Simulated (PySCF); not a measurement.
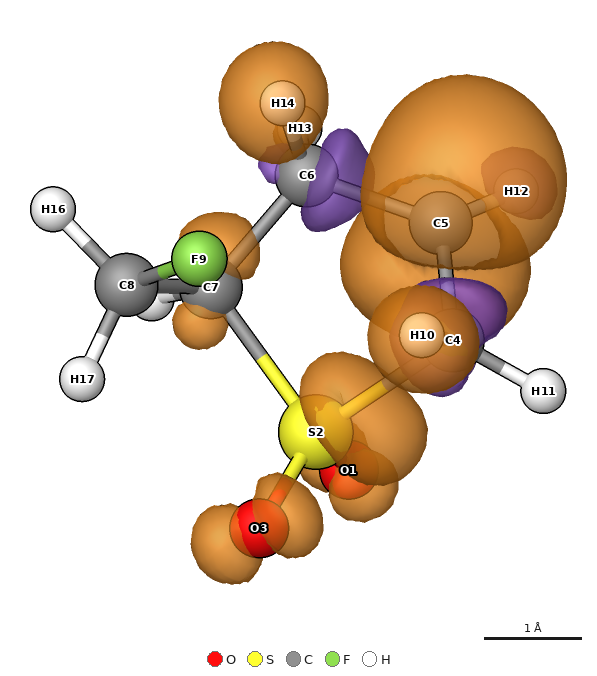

The picture shows: C5H8FO2S (doublet). Isosurfaces of the spin density (α minus β) at +0.015 (orange) and −0.015 e/Å³ (purple), seen at a tilt.

Geometry: GFN2-xTB.

Theory: PySCF, UKS B3LYP, pcH-1 on C F H O S, non-relativistic, mean-field spin-orbit, GIAO.

```xyz
17

O    -2.0703   -1.4629    0.0779
S    -0.9790   -0.8823   -0.6537
O    -0.5783   -1.5358   -1.8707
C    -1.2223    0.9724   -0.7987
C    -0.9485    1.3313    0.5687
C     0.2052    0.6296    1.2063
C     0.4682   -0.7056    0.5017
C     1.7369   -0.7482   -0.3233
F     1.8458    0.3881   -1.0872
H    -0.4482    1.2313   -1.5201
H    -2.2101    1.2223   -1.1643
H    -1.7037    1.7747    1.1914
H     0.0074    0.4807    2.2686
H     1.1077    1.2530    1.1297
H     0.4334   -1.5572    1.1762
H     2.6344   -0.7856    0.3051
H     1.7143   -1.5937   -1.0174
```

Question: Describe the spin distribution.

Answer: The unpaired spin (1 electron) lies mostly on C5 (about 0.6), in electrons by Hirshfeld's partition.
